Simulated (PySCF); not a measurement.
**One shape, several levels: C3H5AlF− (SMILES CC#[C][AlH2-][F])**

Wanted: a comparison of 6 runs (HF/STO-3G, HF/3-21G, HF/def2-SVP, B3LYP/6-31G*, B3LYP/6-311+G**, CCSD(T)/def2-SVP) of C3H5AlF−. The job is set up through a Python script.

The calculation is run with PySCF 2.14.0.

### Step 1. The molecule

C3H5AlF− has 10 atoms, charge -1, and is taken as a singlet. As SMILES, `CC#[C][AlH2-][F]`. Geometry: a GFN2-xTB relaxation, a rough one for these elements and not checked as a minimum.

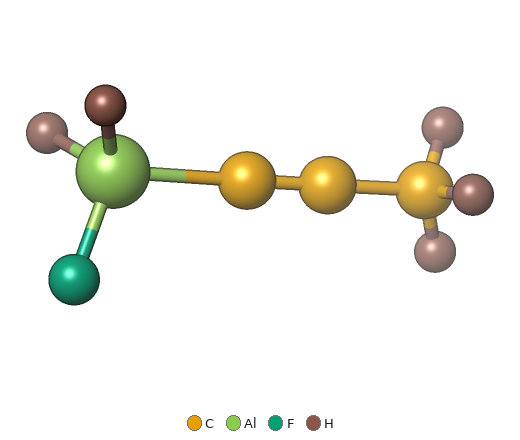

The structure, seen from a chosen angle (carbon amber, aluminium green, fluorine teal, hydrogen brown).

### Step 2. Energy and gradient at HF/STO-3G (run 1)

Contents of job.py:

```python
import pyscf.grad
from pyscf import gto, scf

system = gto.M(
    atom=[
    ('C', (-0.733190, -2.165040, 0.513310)),
    ('C', (-0.279230, -0.812450, 0.192850)),
    ('C', (0.100660, 0.309650, -0.065940)),
    ('Al', (0.756990, 2.167340, -0.487350)),
    ('F', (-0.093060, 2.770930, -1.824250)),
    ('H', (0.006860, -2.684160, 1.129830)),
    ('H', (-1.677770, -2.133840, 1.064510)),
    ('H', (-0.887850, -2.746200, -0.400800)),
    ('H', (0.491950, 3.154600, 0.747860)),
    ('H', (2.314630, 2.139160, -0.870030)),
],
    max_memory=1860,
    basis='sto-3g',
    verbose=4,
    spin=0,
    charge=-1,
)

mf = scf.RHF(system)
mf.conv_tol = 1e-10
mf.kernel()
if not mf.converged:
    mf = mf.newton().run(mf.mo_coeff, mf.mo_occ)

e_tot = mf.e_tot
print('E = %.10f Eh' % e_tot)
grad = mf.Gradients().kernel()
dip = mf.dip_moment()
pop, q = mf.mulliken_pop()
```

Run with:

```
$ OMP_NUM_THREADS=1 python job.py
```

Standard output:

```text
PySCF version 2.14.0

[... 66 lines left out ...]
converged SCF energy = -452.043130137625
[... 13 lines left out ...]
WARN: System has nonzero charge -1; the dipole moment is origin-dependent.
[... 2 lines left out ...]
Dipole moment(X, Y, Z, Debye): -2.38766, -8.35013,  2.48315
[... 45 lines left out ...]
charge of    9H =     -0.39904
```

Run time: 2.1 s. Hardware: 1 thread of Intel Xeon at 2.70GHz, shared host; peak memory 0.12 GiB.

### Step 3. Energy and gradient at HF/3-21G (run 2)

Contents of input.xyz:

```xyz
10

C     -0.733190    -2.165040     0.513310
C     -0.279230    -0.812450     0.192850
C      0.100660     0.309650    -0.065940
Al     0.756990     2.167340    -0.487350
F     -0.093060     2.770930    -1.824250
H      0.006860    -2.684160     1.129830
H     -1.677770    -2.133840     1.064510
H     -0.887850    -2.746200    -0.400800
H      0.491950     3.154600     0.747860
H      2.314630     2.139160    -0.870030
```

Contents of run.py:

```python
import pyscf.grad
from pyscf import gto, scf

system = gto.M(
    atom='input.xyz',
    spin=0,
    max_memory=1860,
    basis='3-21g',
    verbose=4,
    charge=-1,
)

mf = scf.RHF(system)
mf.conv_tol = 1e-10
mf.kernel()
if not mf.converged:
    mf = mf.newton().run(mf.mo_coeff, mf.mo_occ)

energy = mf.e_tot
print('E(%s) = %.9f' % ('HF', energy))
grad = mf.Gradients().kernel()
mf.analyze()
```

Run with:

```
$ OMP_NUM_THREADS=1 python run.py
```

Standard output:

```text
PySCF version 2.14.0

[... 86 lines left out ...]
Two-electron Coulomb Energy =          404.544138037540165
[... 13 lines left out ...]
MO #11  energy= -0.898859536373262 occ= 2
[... 11 lines left out ...]
MO #23  energy= -0.184879636259377 occ= 2
[... 11 lines left out ...]
MO #35  energy= 0.643774469930956  occ= 0
[... 11 lines left out ...]
MO #47  energy= 1.45530209234316   occ= 0
[... 11 lines left out ...]
MO #59  energy= 3.97512942861531   occ= 0
[... 73 lines left out ...]
WARN: System has nonzero charge -1; the dipole moment is origin-dependent.
Location of origin: [0. 0. 0.]

Dipole moment(X, Y, Z, Debye): -2.76404, -10.07856,  3.12400
```

It took 2.4 s on 1 thread of Intel Xeon at 2.70GHz, shared host; peak memory 0.13 GiB.

Runs 3 to 5 aren't shown in full; the table further down has their settings and results.

### Step 4. A single-point energy at CCSD(T)/def2-SVP (run 6)

Contents of input.py:

```python
# CC#[C][AlH2-][F]
from pyscf import gto, scf, cc

mol = gto.M(
    atom=[
    ('C', (-0.733190, -2.165040, 0.513310)),
    ('C', (-0.279230, -0.812450, 0.192850)),
    ('C', (0.100660, 0.309650, -0.065940)),
    ('Al', (0.756990, 2.167340, -0.487350)),
    ('F', (-0.093060, 2.770930, -1.824250)),
    ('H', (0.006860, -2.684160, 1.129830)),
    ('H', (-1.677770, -2.133840, 1.064510)),
    ('H', (-0.887850, -2.746200, -0.400800)),
    ('H', (0.491950, 3.154600, 0.747860)),
    ('H', (2.314630, 2.139160, -0.870030)),
],
    max_memory=1860,
    charge=-1,
    basis='def2-svp',
    verbose=3,
)

calc0 = scf.RHF(mol)
calc0.conv_tol = 1e-10
calc0.kernel()
if not calc0.converged:
    calc0 = calc0.newton().run(calc0.mo_coeff, calc0.mo_occ)

mycc = cc.CCSD(calc0, frozen=9)
mycc.kernel()
e_t = mycc.ccsd_t()
e_final = mycc.e_tot + e_t
print('Final energy', e_final)
calc0.analyze()
```

Run with:

```
$ OMP_NUM_THREADS=1 python input.py
```

Standard output:

```text
converged SCF energy = -457.69446964945
[... 17 lines left out ...]
MO #14  energy= -0.46233912029749  occ= 2
[... 16 lines left out ...]
MO #31  energy= 0.437229981848897  occ= 0
[... 16 lines left out ...]
MO #48  energy= 0.981159037497295  occ= 0
[... 16 lines left out ...]
MO #65  energy= 1.81409466494341   occ= 0
[... 16 lines left out ...]
MO #82  energy= 2.46756452586716   occ= 0
[... 16 lines left out ...]
MO #99  energy= 4.09852607197188   occ= 0
[... 12 lines left out ...]
WARN: System has nonzero charge -1; the dipole moment is origin-dependent.
Location of origin: [0. 0. 0.]

Dipole moment(X, Y, Z, Debye): -2.82159, -10.02046,  3.02559
```

Run time: 53 s. Hardware: 1 thread of Intel Xeon at 2.70GHz, shared host; peak memory 0.63 GiB.

### Step 5. The series

```csv
run,level,Cartesian functions,integration grid,energy (Eh),HOMO energy (eV),LUMO energy (eV),HOMO–LUMO gap (eV),wall time
1,HF/STO-3G,no,–,-452.043130,-1.66,16.61,18.28,2.1 s
2,HF/3-21G,no,–,-455.425670,-5.03,8.81,13.84,2.4 s
3,HF/def2-SVP,no,–,-457.694470,-5.21,7.93,13.14,7.8 s
4,B3LYP/6-31G* (Cartesian functions),yes,5,-459.672944,-1.76,5.13,6.89,52 s
5,B3LYP/6-311+G**,no,5,-459.781539,-2.24,2.78,5.01,81 s
6,CCSD(T)/def2-SVP,no,–,-458.409925,-5.21,7.93,13.14,53 s
```

### Step 6. Summary of results

| quantity | value |
| --- | --- |
| run 6: total energy | -458.40992 Eh |
| run 6: HOMO energy (Hartree–Fock orbitals) | -5.21 eV |
| run 6: LUMO energy (Hartree–Fock orbitals) | 7.93 eV |
| run 6: HOMO–LUMO gap (to an unbound level, set by the basis) | 13.14 eV |
| run 6: correlation energy (9 core orbitals frozen) | -715.5 mEh |
| run 6: (T) correction | -20.24 mEh |
| run 6: T1 diagnostic | 0.012 |

In words: Over runs 1, 2, 3, 4, 5 the HOMO–LUMO gap runs from 5.01 eV (B3LYP/6-311+G**) to 18.28 eV (HF/STO-3G). The two ends differ in method and basis. The empty levels of an anion lie above zero and hang on the basis. In run 1 the basis is minimal, so the values are rough. All runs together took 3.3 min, the longest 81 s.
